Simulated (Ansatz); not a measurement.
## SiNH6ClOF2: molecular dynamics (part 3 of 3)

The same run, continued: SiNH6ClOF2; RKS PBE0/6-31G* (Ansatz 0.2.0). It belongs to a series of runs on one base structure; here: dynamics from the highest image of the converged band.

Geometry of the input (Å):
```
Si -0.9483  0.7491  -0.8127
Cl 2.0502  0.5754  -0.8185
F  -0.8047  0.7936  -2.3938
F  -2.5305  0.7635  -0.5225
H  -0.4028  1.8988  -0.0907
H  0.3237  -0.7177  0.9853
N  -0.5369  -0.8538  -0.1482
H  1.7926  -0.0655  0.7439
O  1.2494  -0.5364  1.5888
H  -1.3724  -1.4176  0.0050
H  0.0939  -1.3530  -0.7775
H  1.0858  0.1638  2.2410
```

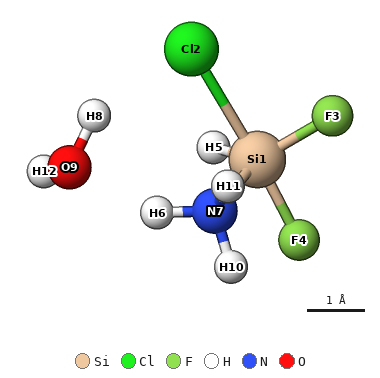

The geometry at step 100 of the log (ball-and-stick view, seen at a tilt; atoms are numbered from 1 in the order of the input).

**Trajectory as extended XYZ (Å, eV, eV/Å), 17 of the 201 frames kept, from step=0 to step=200**
```
12
Properties=species:S:1:pos:R:3:forces:R:3 step=0 time_fs=0.0 energy=-29455.33287 temperature=300.0
Si   -0.9483    0.7491   -0.8127   -0.0056   0.0036  -0.0001
Cl    2.0502    0.5754   -0.8185   -0.0001   0.0001  -0.0003
F    -0.8047    0.7936   -2.3938    0.0016  -0.0020   0.0002
F    -2.5305    0.7635   -0.5225    0.0040   0.0004   0.0005
H    -0.4028    1.8988   -0.0907   -0.0011   0.0002  -0.0004
H     0.3237   -0.7177    0.9853   -0.0037  -0.0001  -0.0026
N    -0.5369   -0.8538   -0.1482    0.0018  -0.0001   0.0026
H     1.7926   -0.0655    0.7439   -0.0004  -0.0012   0.0013
O     1.2494   -0.5364    1.5888    0.0037  -0.0006   0.0001
H    -1.3724   -1.4176    0.0050    0.0002  -0.0011  -0.0006
H     0.0938   -1.3530   -0.7775    0.0003   0.0003  -0.0003
H     1.0858    0.1638    2.2410   -0.0006   0.0005  -0.0002
12
Properties=species:S:1:pos:R:3:forces:R:3 step=12 time_fs=6.0 energy=-29455.19729 temperature=195.7
Si   -0.9188    0.7494   -0.8207   -0.8736  -0.4364   0.8325
Cl    2.0148    0.5905   -0.8295   -0.0408  -0.1426  -0.0064
F    -0.7689    0.7891   -2.3871   -0.0004  -0.0127  -0.5061
F    -2.5187    0.7647   -0.5121    0.5611   0.0961  -0.2229
H    -0.3885    1.8749   -0.0788    0.0979   0.2603   0.1098
H     0.2796   -0.7818    1.0149    0.5811   0.4826  -0.2648
N    -0.5566   -0.8692   -0.1427    0.4372  -0.2591   0.2863
H     1.7645   -0.1129    0.6876   -0.1238   0.4105   0.4400
O     1.2442   -0.5356    1.5917   -0.2243  -1.4491  -1.0427
H    -1.3502   -1.4228    0.1671   -0.3869   0.1232  -0.3706
H    -0.0059   -1.4170   -0.8111    0.0023   0.0501   0.2593
H     1.0983    0.0934    2.2895   -0.0296   0.8773   0.4855
12
Properties=species:S:1:pos:R:3:forces:R:3 step=25 time_fs=12.5 energy=-29455.22850 temperature=219.7
Si   -0.8969    0.7448   -0.8181   -0.2561  -0.0457   0.9865
Cl    1.9761    0.6055   -0.8413   -0.0523  -0.0511   0.1048
F    -0.7304    0.7841   -2.3890   -0.1490   0.0145  -0.2884
F    -2.4953    0.7680   -0.5051    0.4721   0.1384  -0.2706
H    -0.3585    1.9062   -0.0502   -0.2782  -0.4148  -0.2971
H     0.3548   -0.7148    0.9656   -0.8427  -0.2541  -0.0932
N    -0.5711   -0.8904   -0.1279   -0.1294   0.3067   0.2715
H     1.7217   -0.0294    0.7572    0.3964  -0.0648  -0.0882
O     1.2347   -0.5520    1.5870    0.7490   0.5691   0.3923
H    -1.4184   -1.3629    0.2080    0.1720   0.2303  -0.3380
H    -0.0886   -1.4931   -0.7898    0.1365  -0.0603   0.0061
H     1.1275    0.1157    2.2973   -0.2183  -0.3683  -0.3857
12
Properties=species:S:1:pos:R:3:forces:R:3 step=38 time_fs=19.0 energy=-29455.27355 temperature=254.8
Si   -0.8793    0.7375   -0.8050    0.5026  -0.1201  -1.0016
Cl    1.9368    0.6199   -0.8522   -0.1064   0.0450  -0.0676
F    -0.6953    0.7790   -2.3960   -0.4203  -0.1170   0.5100
F    -2.4628    0.7737   -0.5037   -0.1044  -0.0887  -0.2055
H    -0.3908    1.8677   -0.0742    0.1931   0.5022   0.4296
H     0.2184   -0.7245    0.8720   -0.1156  -0.4352  -0.3579
N    -0.5826   -0.9029   -0.1073   -0.1531   0.4378   0.4435
H     1.7714    0.0041    0.8306   -0.3652  -0.7486   0.2008
O     1.2397   -0.5621    1.5806    0.1512   1.4656   0.5032
H    -1.5025   -1.2640    0.1504    0.1229  -0.2269   0.1264
H    -0.1308   -1.5629   -0.7365    0.2086   0.0751  -0.0678
H     1.0724    0.1168    2.2829    0.0866  -0.7892  -0.5130
12
Properties=species:S:1:pos:R:3:forces:R:3 step=50 time_fs=25.0 energy=-29455.23562 temperature=225.8
Si   -0.8557    0.7328   -0.8022    1.8852   2.3100  -0.3592
Cl    1.8990    0.6336   -0.8631   -0.4357  -0.0192  -0.4665
F    -0.6708    0.7721   -2.3941   -0.5962  -0.2827   0.5944
F    -2.4340    0.7773   -0.5066   -0.3522  -0.3604  -0.2563
H    -0.3914    1.9241   -0.0040   -0.3049  -0.7083  -0.3648
H     0.0314   -0.8616    0.7163    1.2356   0.3332   1.8902
N    -0.5982   -0.9080   -0.0835   -1.4753  -0.9816  -2.2605
H     1.7849   -0.1258    0.8939    0.5526   0.8687  -0.5441
O     1.2482   -0.5578    1.5805   -0.4555  -1.9621   1.0304
H    -1.5335   -1.2442    0.1345   -0.0521  -0.4178   0.2907
H    -0.1222   -1.5816   -0.6968   -0.1603   0.2976  -0.1729
H     1.0137    0.0431    2.2730    0.1589   0.9227   0.6187
12
Properties=species:S:1:pos:R:3:forces:R:3 step=62 time_fs=31.0 energy=-29455.39218 temperature=346.4
Si   -0.8130    0.7496   -0.8045    0.1861  -0.3340  -0.0062
Cl    1.8576    0.6470   -0.8779   -0.4269  -0.0710  -0.1791
F    -0.6564    0.7607   -2.3826   -0.4083  -0.0898  -0.1069
F    -2.4108    0.7753   -0.5143   -0.0784  -0.1165  -0.4174
H    -0.4472    1.8486    0.0096    0.4424   0.8980   0.5591
H     0.0698   -0.9114    0.8644   -0.3103   0.5199  -1.3827
N    -0.6368   -0.9303   -0.0866    0.6010  -0.4619   1.2855
H     1.8344   -0.1030    0.9058   -0.7072  -0.2778   0.2337
O     1.2514   -0.5741    1.6034    0.3554  -0.1595   0.4132
H    -1.5453   -1.3364    0.1764    0.2717   0.1331  -0.3864
H    -0.1348   -1.5444   -0.7278   -0.0451  -0.1415  -0.0777
H     1.0519    0.0823    2.2833    0.1197   0.1011   0.0649
12
Properties=species:S:1:pos:R:3:forces:R:3 step=75 time_fs=37.5 energy=-29455.49447 temperature=424.7
Si   -0.7616    0.7705   -0.8031   -0.2178   0.7582   1.7211
Cl    1.8074    0.6608   -0.8962   -0.7150  -0.1235  -0.1611
F    -0.6495    0.7463   -2.3727   -0.3348   0.0094  -0.6919
F    -2.3864    0.7706   -0.5311    0.5253   0.0655  -0.4556
H    -0.4103    1.9319    0.1131   -0.1798  -0.6732  -0.6492
H     0.0371   -0.8309    0.7123   -0.1023  -0.5948   0.7904
N    -0.6608   -0.9647   -0.0749    0.7031   0.5369  -1.4034
H     1.7492   -0.1110    0.9138   -0.0287  -0.4923   0.2047
O     1.2579   -0.5973    1.6459    0.3169   1.3062   0.7177
H    -1.5415   -1.4233    0.1441   -0.1205   0.3018   0.3001
H    -0.1766   -1.5287   -0.7731    0.1717  -0.2223   0.0306
H     1.1445    0.1353    2.2998   -0.0181  -0.8718  -0.4035
12
Properties=species:S:1:pos:R:3:forces:R:3 step=88 time_fs=44.0 energy=-29455.58034 temperature=491.8
Si   -0.7139    0.7966   -0.7828   -0.6711  -1.4410  -0.4601
Cl    1.7494    0.6731   -0.9162   -0.6284  -0.2436   0.0376
F    -0.6498    0.7323   -2.3752   -0.3146   0.1666  -0.1037
F    -2.3519    0.7673   -0.5571    0.5685   0.2160  -0.2037
H    -0.3992    1.8901    0.0697    0.1503   0.8501   0.5850
H     0.0185   -0.9140    0.8030   -0.9762  -0.3715  -1.1525
N    -0.6673   -0.9885   -0.0967    2.0979   0.7697   0.9701
H     1.7004   -0.2319    0.9235    0.8401   0.7187  -0.6920
O     1.2691   -0.6098    1.6986   -0.7063  -0.6849   1.2136
H    -1.5584   -1.3908    0.1744   -0.2758   0.1169  -0.1978
H    -0.1835   -1.5798   -0.7822   -0.1543  -0.0291   0.2490
H     1.2045    0.0960    2.3608    0.0700  -0.0678  -0.2454
12
Properties=species:S:1:pos:R:3:forces:R:3 step=100 time_fs=50.0 energy=-29455.69629 temperature=580.3
Si   -0.6761    0.8094   -0.7654    0.5485   0.1250  -0.4774
Cl    1.6895    0.6820   -0.9344   -0.4449  -0.2386   0.1316
F    -0.6562    0.7222   -2.3799   -0.2991   0.1928   0.4301
F    -2.3095    0.7678   -0.5851    0.2830   0.0867   0.1112
H    -0.3806    1.9991    0.1185   -0.3357  -0.5621  -0.3884
H    -0.1215   -1.0794    0.7612    0.9747   0.3747   0.7758
N    -0.6442   -0.9963   -0.1096   -0.7640  -0.0200  -0.0603
H     1.7680   -0.2572    0.9574   -0.4864  -0.2469   0.9340
O     1.2759   -0.6287    1.7547    0.5086  -0.5545  -1.2418
H    -1.5983   -1.2864    0.1354    0.0938   0.0452  -0.5766
H    -0.2130   -1.6616   -0.7511   -0.1007   0.0892  -0.2348
H     1.2729    0.0746    2.3914    0.0223   0.7085   0.5967
12
Properties=species:S:1:pos:R:3:forces:R:3 step=112 time_fs=56.0 energy=-29455.63101 temperature=530.8
Si   -0.6330    0.8199   -0.7555    0.6173  -0.5240  -1.3127
Cl    1.6255    0.6888   -0.9513    0.0525  -0.1219   0.2930
F    -0.6678    0.7158   -2.3778   -0.1828   0.2533   0.3734
F    -2.2626    0.7699   -0.6112   -0.2957  -0.0506   0.3342
H    -0.4430    2.0028    0.0987    0.0035   0.0296   0.0952
H    -0.0674   -1.1435    0.8427   -1.0970   0.6781  -1.7997
N    -0.6276   -1.0021   -0.1188    0.4409  -0.2387   1.6682
H     1.8215   -0.2699    1.0740   -0.2913  -0.3877  -0.0227
O     1.2847   -0.6526    1.8095    0.5716   0.6909   0.1146
H    -1.6354   -1.1755   -0.0495    0.2021  -0.1660   0.4592
H    -0.2699   -1.6975   -0.7746    0.3235   0.3189  -0.2006
H     1.3348    0.0835    2.4481   -0.3445  -0.4817  -0.0024
12
Properties=species:S:1:pos:R:3:forces:R:3 step=125 time_fs=62.5 energy=-29455.50535 temperature=435.2
Si   -0.5790    0.8253   -0.7621   -0.5569   0.0442  -0.7242
Cl    1.5571    0.6946   -0.9665    0.9265  -0.1083   0.2901
F    -0.6841    0.7136   -2.3690   -0.0180   0.1848  -0.3340
F    -2.2174    0.7708   -0.6326   -0.5474  -0.1997   0.4682
H    -0.5100    2.0187    0.1128    0.2949  -0.0445   0.0264
H    -0.1441   -1.0623    0.7224    1.5977  -0.6020   3.0541
N    -0.6146   -1.0089   -0.1184   -1.5428   1.1635  -3.6537
H     1.8280   -0.3590    1.1590    1.1287   0.8943  -1.2353
O     1.3025   -0.6724    1.8707   -1.2438  -0.4617   1.9687
H    -1.6174   -1.1249   -0.0945   -0.3730  -0.4344   0.5239
H    -0.2306   -1.6150   -0.8449    0.2373   0.0051   0.2961
H     1.3106    0.0193    2.5642    0.0967  -0.4412  -0.6803
12
Properties=species:S:1:pos:R:3:forces:R:3 step=138 time_fs=69.0 energy=-29455.43072 temperature=375.7
Si   -0.5353    0.8292   -0.7786   -2.7141   0.3896   0.4375
Cl    1.5005    0.6991   -0.9784    2.5015  -0.2666   0.1474
F    -0.7006    0.7159   -2.3675    0.1558   0.2162  -1.0407
F    -2.1835    0.7687   -0.6440   -0.4901   0.0821   0.6071
H    -0.4659    2.0284    0.1409    0.1681  -0.3808  -0.3004
H    -0.0968   -1.0807    0.8234   -0.5762   0.2049  -1.7969
N    -0.6152   -0.9897   -0.1440    0.9902   0.1072   2.2205
H     1.8907   -0.3420    1.2241   -0.3701  -0.0607   0.5333
O     1.3140   -0.7011    1.9370    0.2385  -0.0559  -0.4927
H    -1.6096   -1.2254    0.0115    0.6484  -0.1131  -0.6129
H    -0.1119   -1.5551   -0.8411   -0.5579  -0.1859   0.3913
H     1.3020   -0.0280    2.6295    0.0059   0.0631  -0.0935
12
Properties=species:S:1:pos:R:3:forces:R:3 step=150 time_fs=75.0 energy=-29455.33326 temperature=299.6
Si   -0.5276    0.8364   -0.7912   -3.2081  -0.4588  -0.4909
Cl    1.4728    0.7004   -0.9880    3.3866  -0.4488  -0.0427
F    -0.7131    0.7220   -2.3842    0.1837   0.2589  -0.8892
F    -2.1619    0.7679   -0.6431   -0.7259   0.2600   0.6687
H    -0.3680    1.9569    0.1063   -0.1483   0.6911   0.5034
H    -0.0504   -1.0839    0.7276   -0.1981   0.3058   0.2935
N    -0.6019   -0.9632   -0.1425    0.8450  -0.9543   0.5535
H     1.9318   -0.2834    1.3390   -0.7997  -0.8363   0.5664
O     1.3235   -0.7321    1.9952    1.0768   0.4001  -1.5077
H    -1.5239   -1.3747   -0.0301   -0.3545   0.4754   0.1491
H    -0.1197   -1.5850   -0.7783    0.3006  -0.0848  -0.6133
H     1.2905   -0.0575    2.6668   -0.3582   0.3917   0.8089
12
Properties=species:S:1:pos:R:3:forces:R:3 step=162 time_fs=81.0 energy=-29455.45797 temperature=396.0
Si   -0.5564    0.8411   -0.8072   -1.1455   0.6728   0.1110
Cl    1.4768    0.6976   -0.9978    2.7352  -0.3671  -0.0467
F    -0.7226    0.7329   -2.4166    0.0856   0.2765  -0.2800
F    -2.1544    0.7716   -0.6302   -1.4736   0.2403   0.6328
H    -0.3287    2.0200    0.1613   -0.5125  -0.6030  -0.5929
H    -0.0309   -1.0141    0.7471   -0.0418  -0.1325   0.2077
N    -0.5702   -0.9614   -0.1353    0.5616  -0.8708  -0.4366
H     1.9174   -0.3302    1.4368    0.9926   0.8614  -0.9339
O     1.3402   -0.7554    2.0471   -1.2603  -0.5304   1.2797
H    -1.4989   -1.3661   -0.0451   -0.2582   0.3818   0.3679
H    -0.0972   -1.5817   -0.8079    0.1705   0.3808   0.2306
H     1.1909   -0.1182    2.7727    0.1464  -0.3097  -0.5396
12
Properties=species:S:1:pos:R:3:forces:R:3 step=175 time_fs=87.5 energy=-29455.49732 temperature=427.8
Si   -0.6036    0.8514   -0.8262    0.6828  -0.9999  -1.3390
Cl    1.5108    0.6908   -1.0087    1.4797  -0.0882   0.0922
F    -0.7311    0.7503   -2.4567   -0.0617   0.2799   0.5553
F    -2.1771    0.7797   -0.6035   -2.0630  -0.1896   0.3947
H    -0.4431    1.9633    0.0755    0.1690   0.8032   0.4206
H    -0.0043   -0.9593    0.8512   -0.5983  -0.2978  -2.0601
N    -0.5275   -0.9768   -0.1319    0.4908   1.1546   2.1481
H     1.9429   -0.3011    1.5209    0.2686   0.4402  -0.1949
O     1.3513   -0.7857    2.1032   -0.9188   0.0323   0.7270
H    -1.5145   -1.2278    0.0285    0.6228  -0.4884  -0.4647
H     0.0084   -1.5218   -0.8185   -0.4837  -0.2486   0.4930
H     1.0979   -0.1771    2.8339    0.4118  -0.3978  -0.7722
12
Properties=species:S:1:pos:R:3:forces:R:3 step=188 time_fs=94.0 energy=-29455.60661 temperature=512.8
Si   -0.6426    0.8540   -0.8596    0.8849   0.4623  -0.0662
Cl    1.5618    0.6827   -1.0187    0.2965   0.0872   0.2037
F    -0.7410    0.7733   -2.4860   -0.2450   0.1065   0.7507
F    -2.2394    0.7836   -0.5687   -0.5461  -0.5512  -0.0320
H    -0.5217    2.0773    0.0417    0.2676  -0.5121  -0.5683
H     0.0330   -1.0010    0.7179    1.3236   0.1156   2.7834
N    -0.4842   -0.9616   -0.1071   -1.9870   0.9127  -2.4422
H     1.9592   -0.2155    1.6336   -0.7234  -1.0563   0.3793
O     1.3540   -0.8193    2.1551    0.8731   1.1109  -1.0295
H    -1.4438   -1.2737   -0.0009   -0.1129  -0.3370   0.3370
H     0.0057   -1.5735   -0.7349    0.2508  -0.3288  -0.7269
H     1.0676   -0.2124    2.8438   -0.2822  -0.0098   0.4110
12
Properties=species:S:1:pos:R:3:forces:R:3 step=200 time_fs=100.0 energy=-29455.60113 temperature=507.7
Si   -0.6685    0.8579   -0.8934   -0.2022  -0.3429   0.3775
Cl    1.6127    0.6760   -1.0258   -0.2184   0.0424   0.2280
F    -0.7546    0.7967   -2.4998   -0.3317  -0.0562   0.3047
F    -2.3083    0.7778   -0.5369    1.1518  -0.4326  -0.3954
H    -0.4990    2.0965   -0.1160    0.1836   0.0752  -0.0174
H     0.1440   -0.9909    0.8363   -1.0820   0.3906  -1.6818
N    -0.4617   -0.9354   -0.1021    0.5016  -1.2275   1.0311
H     1.9511   -0.2565    1.6893   -0.1022  -0.0415   0.0926
O     1.3570   -0.8380    2.1972    0.0973  -0.4250  -1.0091
H    -1.3643   -1.4049    0.0512   -0.0550   0.5956   0.3736
H    -0.0039   -1.6125   -0.7414    0.2505   0.8961   0.1539
H     0.9976   -0.3018    2.8970   -0.1934   0.5257   0.5423
```
